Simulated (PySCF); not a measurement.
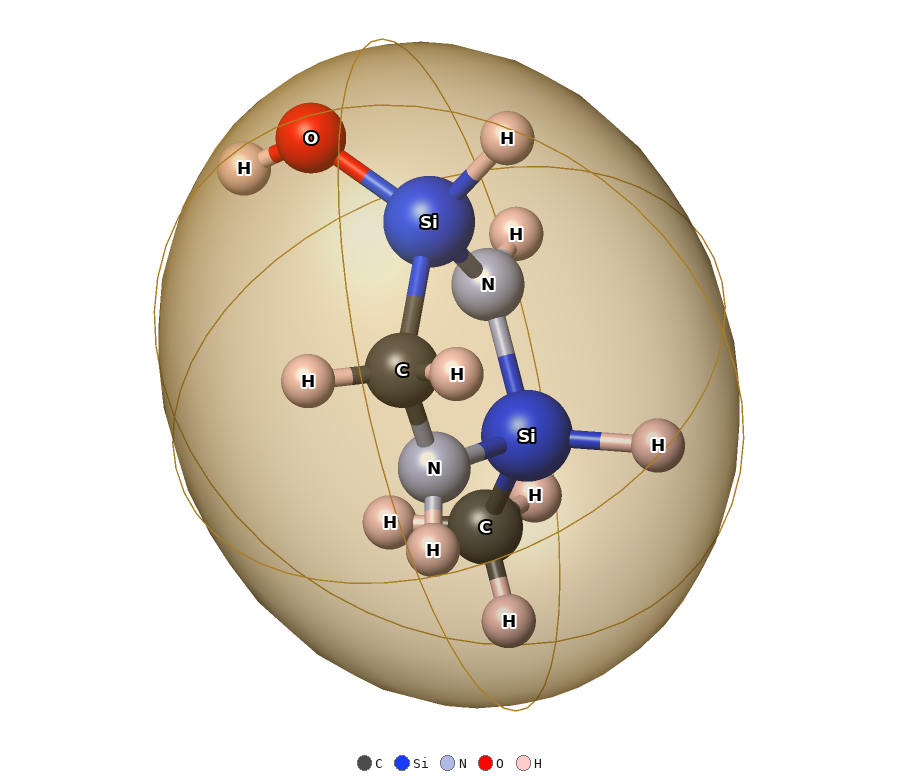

The ellipsoid shows the static dipole polarisability: its half-axes are proportional to the principal values. The computed structure is the end point of a GFN2-xTB optimisation. No frequency run is at hand to confirm it as a minimum. Method: PBE0/def2-SVPD (PySCF 2.14.0).

### How large and how anisotropic is the polarisability?

Principal values 80.5, 83.6, 103.9 bohr³; mean 89.3 bohr³ (13.23 Å³); anisotropy 22.0 bohr³, so the longest axis is 1.29 times the shortest.

The geometry is semi-empirical. Around Si such bond lengths and angles can be off by a tenth of an ångström or more and by several degrees, and values that hang on the shape move with them.
